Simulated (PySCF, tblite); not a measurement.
# Mg8S8: electronic excitations

Aim: compute the electronic excitations of Mg8S8.

Computed with tblite 0.8.0 and PySCF 2.14.0 and routines of our own; the level stands in each step. Atoms count from 0.

## Step 1: The system as given

16 atoms, charge 0, multiplicity 1; geometry from: force field, distance geometry or constructed start.

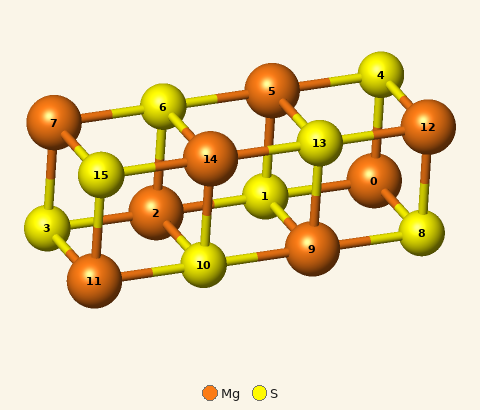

The starting geometry (magnesium orange, sulfur yellow); sticks join atoms by distance alone.

## Step 2: Relaxing the molecule with GFN2-xTB

The job: settings as JSON, then the geometry in Å.

```
{"job": {"kind": "relax", "xc": "GFN2-xTB", "basis": "xTB"}, "charge": 0, "multiplicity": 1}
Mg    -1.256100    -1.262800    -3.784600
S     -1.264200    -1.258400    -1.267900
Mg    -1.255800    -1.263300     1.262000
S     -1.261700    -1.256600     3.776800
S     -1.262000     1.259800    -3.779600
Mg    -1.264300     1.260500    -1.263600
S     -1.260900     1.262700     1.257700
Mg    -1.257600     1.263700     3.784500
S      1.263700    -1.263100    -3.783400
Mg     1.258200    -1.261800    -1.259400
S      1.258900    -1.262200     1.258900
Mg     1.258500    -1.263000     3.783000
Mg     1.257600     1.261700    -3.778000
S      1.263200     1.260400    -1.263700
Mg     1.258800     1.266100     1.261200
S      1.259100     1.261600     3.789300
```

Launch:

```sh
OMP_NUM_THREADS=1 python large_run.py task.json out
```

One launch serves the whole session: the jobs run in the order shown.

Standard output:

```text
step      E/eV     max force
  0    -842.40670    1.218
  1    -842.55565    1.164
  2    -843.75533    0.509
  3    -843.98968    0.406
  4    -844.01226    0.336
  5    -844.04976    0.215
  6    -844.08245    0.133
  7    -844.09264    0.154
  8    -844.09534    0.145
  9    -844.09745    0.121
 10    -844.10100    0.068
 11    -844.10393    0.089
 12    -844.10586    0.091
 13    -844.10740    0.080
 14    -844.10957    0.058
 15    -844.11202    0.041
 16    -844.11351    0.027
 17    -844.11388    0.011
```

Run time: 6.1 s. Hardware: 1 thread of Intel Xeon Platinum 8259CL at 2.50GHz, shared host; peak memory 0.16 GiB.

The steps of the relaxation:

```csv
step,energy from step 0 (eV),largest force (eV/Å)
0,0.0000,1.2175
1,-0.1490,1.1644
2,-1.3486,0.5090
3,-1.5830,0.4058
4,-1.6056,0.3365
5,-1.6431,0.2148
6,-1.6757,0.1332
7,-1.6859,0.1535
8,-1.6886,0.1450
9,-1.6907,0.1205
10,-1.6943,0.0685
11,-1.6972,0.0896
12,-1.6992,0.0915
13,-1.7007,0.0800
14,-1.7029,0.0583
15,-1.7053,0.0406
16,-1.7068,0.0270
17,-1.7072,0.0108
```

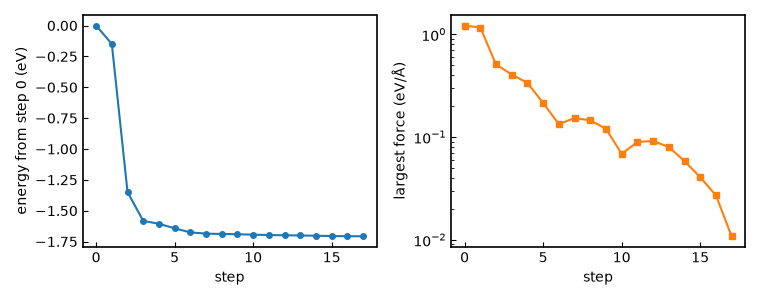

Energy and largest force along the relaxation.

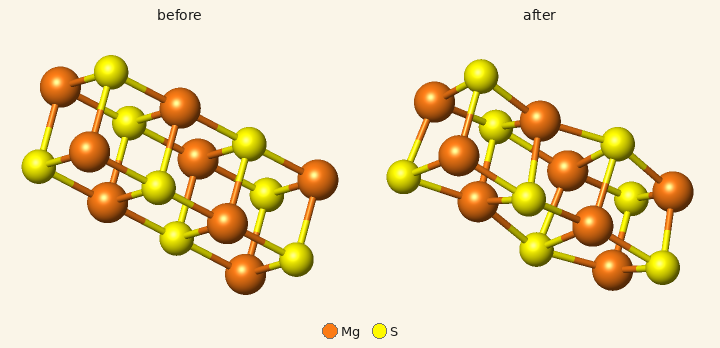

Before and after, at one scale.

Close pairs (by a distance rule), those that changed most:

```csv
bond,before (Å),after (Å),change (Å)
Mg11–S15,2.525,2.414,-0.110
S8–Mg12,2.525,2.415,-0.110
Mg0–S4,2.523,2.414,-0.108
S3–Mg11,2.520,2.414,-0.106
S3–Mg7,2.520,2.414,-0.106
S4–Mg12,2.520,2.414,-0.105
Mg0–S8,2.520,2.415,-0.105
Mg7–S15,2.517,2.415,-0.102
```

The final coordinates are the input of the step that follows.

## Step 3: Electronic excitations: TDDFT PBE0/6-31G*

The job: settings as JSON, then the geometry in Å.

```
{"job": {"kind": "uv", "basis": "6-31G*", "grid": 1, "kgrid": 0, "vcut": 1.5, "nstates": 6, "ntriplets": 2, "tda": false, "delta": ["ip_vertical"], "pop": true, "xc": "PBE0"}, "charge": 0, "multiplicity": 1}
Mg    -1.046135    -1.047225    -3.589613
S     -1.409190    -1.409243    -1.185358
Mg    -1.079304    -1.077263     1.300216
S     -1.345679    -1.343406     3.741960
S     -1.343904     1.343800    -3.744327
Mg    -1.079547     1.078380    -1.301848
S     -1.408918     1.410459     1.184210
Mg    -1.047751     1.047583     3.587963
S      1.345201    -1.344331    -3.743220
Mg     1.078920    -1.078325    -1.300521
S      1.408423    -1.409050     1.185007
Mg     1.045110    -1.046506     3.588572
Mg     1.047088     1.046902    -3.589348
S      1.408705     1.409871    -1.185313
Mg     1.078993     1.079594     1.300658
S      1.343430     1.344125     3.744117
```

Level: TDDFT PBE0/6-31G*, vertical, gas phase, core orbitals frozen in the response, virtual orbitals cut by energy.

Standard output:

```text
start: PBE on a coarse grid of 25064 points
cycle   1  E = -4784.6157085279  dE =  2.067e+00  |g| = 9.036e-01  |ddm| = 5.308e+00
cycle   2  E = -4784.0608482174  dE =  5.549e-01  |g| = 1.496e+00  |ddm| = 4.418e+00
cycle   3  E = -4784.9360004584  dE = -8.752e-01  |g| = 1.406e-01  |ddm| = 2.927e+00
cycle   4  E = -4784.9411884259  dE = -5.188e-03  |g| = 9.572e-02  |ddm| = 4.023e-01
cycle   5  E = -4784.9445026651  dE = -3.314e-03  |g| = 1.863e-02  |ddm| = 1.587e-01
cycle   6  E = -4784.9445986982  dE = -9.603e-05  |g| = 8.898e-03  |ddm| = 4.218e-02
final grid: 94869 points
cycle   7  E = -4785.0119169715  dE = -8.558e-03  |g| = 3.903e-02  |ddm| = 5.730e-01
cycle   8  E = -4785.0120068121  dE = -8.984e-05  |g| = 3.304e-02  |ddm| = 1.246e-01
cycle   9  E = -4785.0124014581  dE = -3.946e-04  |g| = 5.081e-03  |ddm| = 5.976e-02
cycle  10  E = -4785.0124059738  dE = -4.516e-06  |g| = 1.727e-03  |ddm| = 9.346e-03
cycle  11  E = -4785.0124039035  dE =  2.070e-06  |g| = 3.761e-04  |ddm| = 3.289e-03
cycle  12  E = -4785.0124057473  dE = -1.844e-06  |g| = 2.471e-04  |ddm| = 1.062e-03
cycle  13  E = -4785.0124111804  dE = -5.433e-06  |g| = 7.204e-06  |ddm| = 4.333e-04
converged SCF energy = -4785.0124111804
Vertical ionisation energy (delta-SCF) = 7.8600 eV   <S^2> = 0.754

Static polarisability (au): isotropic 311.138, principal 271.303 271.310 390.801

Singlet excitations
state   eV       nm        f      main configurations
  1   3.4894    355.3   0.00000   H->L 0.94
  2   3.5114    353.1   0.01193   H-1->L 0.67, H-2->L 0.20, H-2->L+1 0.09
  3   3.5123    353.0   0.01191   H-2->L 0.67, H-1->L 0.20, H-1->L+1 0.09
  4   3.7879    327.3   0.00533   H-4->L 0.65, H-4->L+1 0.16, H-3->L 0.13
  5   3.7883    327.3   0.00531   H-3->L 0.64, H-3->L+1 0.16, H-4->L 0.13
  6   3.7944    326.8   0.00000   H->L+1 0.67, H-7->L 0.29

Triplet excitations (Tamm-Dancoff, eV): 3.4175 3.4274
```

Run time: 4.6 min. Hardware: 1 thread of Intel Xeon Platinum 8259CL at 2.50GHz, shared host; peak memory 0.77 GiB.

Frontier orbitals and where they lie:

```csv
orbital,eV,atoms
HOMO−4,-6.97,"S8 35 %, S4 35 %, Mg12 5 %"
HOMO−3,-6.97,"S15 35 %, S3 35 %, Mg7 5 %"
HOMO−2,-6.67,"S1 11 %, S8 11 %, S4 11 %"
HOMO−1,-6.67,"S10 11 %, S15 11 %, S3 11 %"
HOMO,-6.64,"S13 16 %, S10 15 %, S6 15 %"
LUMO,-2.28,"Mg0 19 %, Mg12 19 %, Mg7 19 %"
LUMO+1,-1.90,"Mg7 20 %, Mg11 20 %, Mg0 20 %"
LUMO+2,-1.49,"Mg12 41 %, Mg0 41 %, S8 5 %"
LUMO+3,-1.49,"Mg11 41 %, Mg7 41 %, S15 5 %"
```

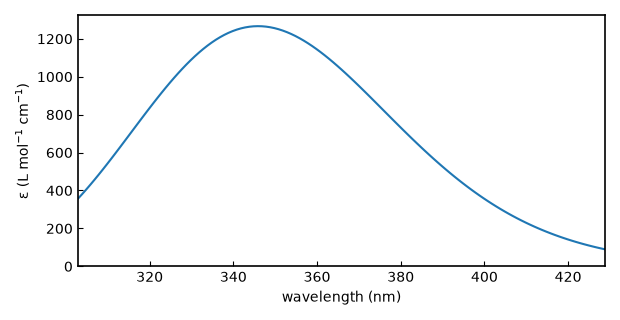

Absorption spectrum: each of the 6 states is a Gaussian band of 0.4 eV half-width at 1/e. Beyond the last state computed it falls off for lack of states.

Ground-state properties from the same run:

```csv
property,computed
dipole moment (D),0.01
polarisability (Å³),46.11
HOMO–LUMO gap (eV),4.36
−ε(HOMO) (eV),6.64
```

## Step 4: Outcome

```
                                quantity                        value
            lowest singlet (PBE0/6-31G*)  3.49 eV (355 nm), f = 0.000
brightest single state of those computed  state 2, 3.51 eV, f = 0.012
                          lowest triplet                      3.42 eV
```

What this shows: The first singlet state (HOMO→LUMO 0.94) lies at 3.49 eV and is dark; of the 6 states computed, the strongest absorption comes from states 2 to 3 together at 3.51 eV. The lowest triplet lies 0.07 eV below the lowest singlet (triplets in Tamm-Dancoff, singlets in full TDDFT).
